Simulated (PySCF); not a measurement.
CH$_{3}$Cl$_{2}$FSi, SMILES `FC[SiH](Cl)Cl`.

Method: B3LYP/6-311G**; geometry: GFN2-xTB; program: PySCF. No frequency check shows the geometry to be a minimum. GFN2-xTB bond lengths at metals and heavier atoms can be off by up to 0.1 Å and shapes distorted, which carries into these values.

Coordinates in Å:

```
F1      -2.5375    0.6665   -0.0981
C2      -1.3108    1.0361    0.4119
Si3      0.1011    0.0472   -0.4444
Cl4      1.8273    0.9231    0.1197
Cl5      0.0508   -1.8627    0.1618
H6      -1.3618    0.8587    1.4910
H7      -1.2240    2.1136    0.2465
H8      -0.0544    0.1250   -1.8884
```

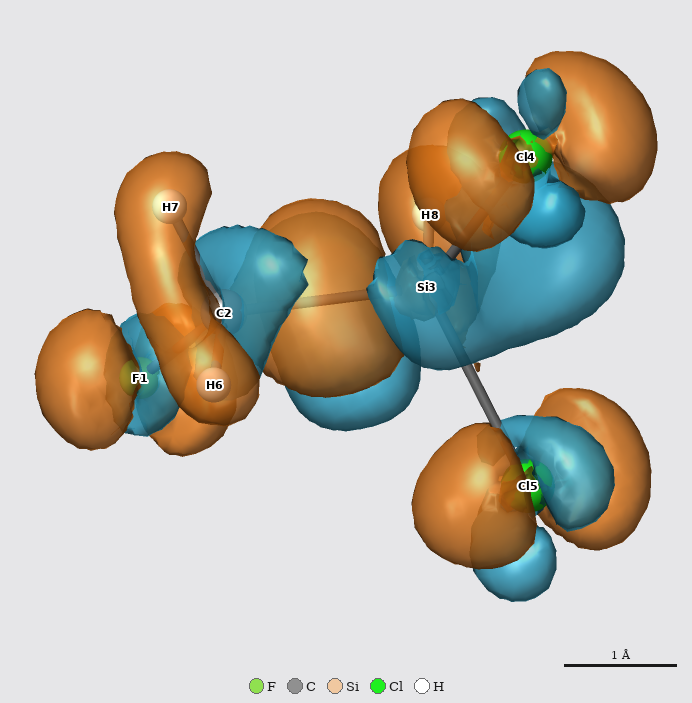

Dual descriptor f⁺ − f⁻ at ±0.02 e/Å³ (light blue positive, orange negative).

Which atoms come out as electrophilic, and which as nucleophilic?

Electrophilic (positive): Si3 (+0.17) and Cl4 (+0.06). Nucleophilic (negative): F1 (−0.07) and C2 (−0.05). f⁻ (Hirshfeld-condensed) is largest on Cl5 (0.21), Cl4 (0.21) and F1 (0.14); the vertical ionisation energy is 10.80 eV (the stability of the cation's solution wasn't checked). f⁺ (Hirshfeld-condensed) is largest on Si3 (0.27), Cl4 (0.27) and Cl5 (0.16); the vertical electron affinity is −1.62 eV (the stability of the anion's solution wasn't checked; negative, but this basis has no diffuse functions, so it doesn't show that the anion is unbound).

Run time: 63 s on 1 thread of Intel(R) Xeon(R) Platinum 8259CL CPU @ 2.50GHz (Skylake/Cascade Lake) (shared host), peak memory 0.63 GiB.
